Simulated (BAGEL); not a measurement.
# SnH2Cl2 (SMILES [Cl][SnH2][Cl]), step by step

We compute a single-point energy (HF/ANO-RCC-VDZP), then a single-point energy (NEVPT2(2,2)/ANO-RCC-VDZP) of SnH2Cl2. 

The calculation is run with BAGEL 1.2.2.

1 further run of the same task is left out (set aside as unsound or not needed).

## 1. The molecule

SnH2Cl2 has 5 atoms, charge 0, and is taken as a singlet. SMILES: `[Cl][SnH2][Cl]`. Geometry: relaxed at PBE0-D4/def2-TZVP.

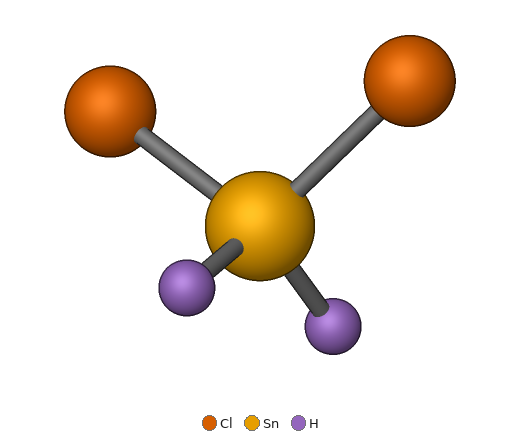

Viewed from a chosen angle; chlorine orange, tin amber, hydrogen purple.

## 2. The energy at HF/ANO-RCC-VDZP (DKH2, density fitting with AutoAux) (run 1)

The input, input.json:

```json
{ "bagel" : [

{
  "title" : "molecule",
  "basis" : "ano-rcc-vdzp.json",
  "df_basis" : "ano-rcc-vdzp-autoaux.json",
  "angstrom" : true,
  "dkh" : true,
  "geometry" : [
    { "atom" : "Cl", "xyz" : [      -1.795295,      -0.326217,       1.206522 ] },
    { "atom" : "Sn", "xyz" : [       0.192405,      -0.102917,       0.038622 ] },
    { "atom" : "Cl", "xyz" : [      -0.250400,       1.295500,      -1.753900 ] },
    { "atom" : "H", "xyz" : [       0.602205,      -1.626317,      -0.582078 ] },
    { "atom" : "H", "xyz" : [       1.301005,       0.686283,       1.049422 ] }
  ]
},

{ "title" : "hf" },

{ "title" : "print", "file" : "orbitals.molden", "orbitals" : true }

]}
```

The basis set ANO-RCC-VDZP is read from a file made from the Basis Set Exchange's data (not shown).

On the command line:

```
BAGEL_NUM_THREADS=1 BAGEL input.json > input.out
```

Log:

```text
* using 1 threads per process

  ===============================================================
  ===============================================================

  *** Geometry ***

  { "atom" : "Cl", "xyz" : [     -3.392616,     -0.616461,      2.279996 ] },
  { "atom" : "Sn", "xyz" : [      0.363593,     -0.194485,      0.072985 ] },
  { "atom" : "Cl", "xyz" : [     -0.473187,      2.448140,     -3.314391 ] },
  { "atom" : "H", "xyz" : [      1.138003,     -3.073294,     -1.099968 ] },
  { "atom" : "H", "xyz" : [      2.458543,      1.296887,      1.983120 ] },

  Number of auxiliary basis functions:     1028

  Since a DF basis is specified, we compute 2- and 3-index integrals:
    o Being stored without compression. Storage requirement is 0.065 GB

  Number of basis functions:       89
  Number of electrons      :       86

    * METHOD: MOLECULE                             1.79

  *** RHF ***

  === Nuclear Repulsion ===
   472.0222898931

      * DIIS with orbital gradients will be used.

  === RHF iteration (ano-rcc-vdzp.json) ===
      0      -7095.48946184          0.00832678           0.46
      1      -7095.54271218          0.00262757           0.47
      2      -7095.54865142          0.00051931           0.46
      3      -7095.54898561          0.00007592           0.45
      4      -7095.54900011          0.00002025           0.44
      5      -7095.54900120          0.00000588           0.45
      6      -7095.54900127          0.00000150           0.46
      7      -7095.54900127          0.00000040           0.45
      8      -7095.54900128          0.00000013           0.47
      9      -7095.54900127          0.00000003           0.47
     10      -7095.54900127          0.00000001           0.47
    * SCF iteration converged.

    * Permanent dipole moment:
           (   -1.116377,     0.539709,    -0.286963) a.u.

    * METHOD: HF                                   6.58

    * METHOD: PRINT                                0.02

  ===============================================================
```

It took 8.7 s on 1 thread of Arm Neoverse V2, shared host; peak memory 0.29 GiB.

## 3. The energy at NEVPT2(2,2)/ANO-RCC-VDZP (DKH2, density fitting with AutoAux) (run 2)

The input, calc.json:

```json
{ "bagel" : [

{
  "title" : "molecule",
  "basis" : "ano-rcc-vdzp.json",
  "df_basis" : "ano-rcc-vdzp-autoaux.json",
  "angstrom" : true,
  "dkh" : true,
  "geometry" : [
    { "atom" : "Cl", "xyz" : [      -1.795295,      -0.326217,       1.206522 ] },
    { "atom" : "Sn", "xyz" : [       0.192405,      -0.102917,       0.038622 ] },
    { "atom" : "Cl", "xyz" : [      -0.250400,       1.295500,      -1.753900 ] },
    { "atom" : "H", "xyz" : [       0.602205,      -1.626317,      -0.582078 ] },
    { "atom" : "H", "xyz" : [       1.301005,       0.686283,       1.049422 ] }
  ]
},

{ "title" : "hf" },

{ "title" : "nevpt2", "nstate" : 1, "nact" : 2, "nclosed" : 42, "active" : [36, 45], "maxiter" : 200, "natocc" : true, "ncore" : 28 },

{ "title" : "print", "file" : "orbitals.molden", "orbitals" : true }

]}
```

The basis set ANO-RCC-VDZP is read from a file made from the Basis Set Exchange's data (not shown).

On the command line:

```
BAGEL_NUM_THREADS=1 BAGEL calc.json > calc.out
```

Log:

```text
* using 1 threads per process

  ===============================================================
  ===============================================================

  *** Geometry ***

  { "atom" : "Cl", "xyz" : [     -3.392616,     -0.616461,      2.279996 ] },
  { "atom" : "Sn", "xyz" : [      0.363593,     -0.194485,      0.072985 ] },
  { "atom" : "Cl", "xyz" : [     -0.473187,      2.448140,     -3.314391 ] },
  { "atom" : "H", "xyz" : [      1.138003,     -3.073294,     -1.099968 ] },
  { "atom" : "H", "xyz" : [      2.458543,      1.296887,      1.983120 ] },

  Number of auxiliary basis functions:     1028

  Since a DF basis is specified, we compute 2- and 3-index integrals:
    o Being stored without compression. Storage requirement is 0.065 GB

  Number of basis functions:       89
  Number of electrons      :       86

    * METHOD: MOLECULE                             1.82

  *** RHF ***

  === Nuclear Repulsion ===
   472.0222898931

      * DIIS with orbital gradients will be used.

  === RHF iteration (ano-rcc-vdzp.json) ===
      0      -7095.48946184          0.00832678           0.51
      1      -7095.54271218          0.00262757           0.50
      2      -7095.54865142          0.00051931           0.50
      3      -7095.54898561          0.00007592           0.49
      4      -7095.54900011          0.00002025           0.49
      5      -7095.54900120          0.00000588           0.47
      6      -7095.54900127          0.00000150           0.47
      7      -7095.54900127          0.00000040           0.47
      8      -7095.54900128          0.00000013           0.48
      9      -7095.54900127          0.00000003           0.49
     10      -7095.54900127          0.00000001           0.47
    * SCF iteration converged.

    * Permanent dipole moment:
           (   -1.116377,     0.539709,    -0.286963) a.u.

    * METHOD: HF                                   6.97

    * freezing 28 orbitals
  ---------------------------
      CASSCF calculation
  ---------------------------

    ==== Active orbitals : =====
         Orbital 36
         Orbital 45
    ============================

    * nstate   :      1
    * nclosed  :     42
    * nact     :      2
    * nvirt    :     45
  === CASSCF iteration (ano-rcc-vdzp.json) ===

    * Using the second-order algorithm

      0  0     -7095.54944507     6.90e-05      0.14

      1  0     -7095.55109356     9.85e-05      1.73

      2  0     -7095.55122414     1.35e-05      2.19

      3  0     -7095.55122764     3.12e-06      2.22

      4  0     -7095.55122769     2.91e-07      2.17

      5  0     -7095.55122770     3.74e-08      2.20

      6  0     -7095.55122769     4.78e-09      2.21

    * Second-order optimization converged. *

     guess   0:   closed 1.                   open ..

  === FCI iteration ===

      0  0     -7095.54898835     2.70e-02      0.00
      1  0     -7095.55122769     5.91e-08      0.00
      2  0 *   -7095.55122769     4.48e-16      0.00

     * ci vector, state   0, <S^2> = 0.0000
       2.     0.9991434781

  === DF-NEVPT2 calculation ===

    * 3-index integral transformation done
    * assembly done

      NEVPT2 correlation energy:   -0.7494033783      0.14

          (+0)     -0.6125298187
          (+0)'    -0.0507029060
          (+1)     -0.0189756333
          (+1)'    -0.0003672177
          (+2)     -0.0008227637
          (-1)     -0.0459301113
          (-1)'    -0.0137072968
          (-2)     -0.0063676307

      NEVPT2 total energy:       -7096.3006310684

    * METHOD: NEVPT2                              15.35

    * METHOD: PRINT                                0.01

  ===============================================================
```

Run time: 24 s. Hardware: 1 thread of Arm Neoverse V2, shared host; peak memory 0.32 GiB.

## 4. What came out

```
                                     quantity           value
         run 1, HF/ANO-RCC-VDZP: total energy  -7095.54900 Eh
        run 1, HF/ANO-RCC-VDZP: dipole moment          3.24 D
          run 1, HF/ANO-RCC-VDZP: HOMO energy       -12.24 eV
          run 1, HF/ANO-RCC-VDZP: LUMO energy         1.81 eV
        run 1, HF/ANO-RCC-VDZP: HOMO–LUMO gap        14.05 eV
run 2, NEVPT2(2,2)/ANO-RCC-VDZP: total energy  -7096.30063 Eh
```
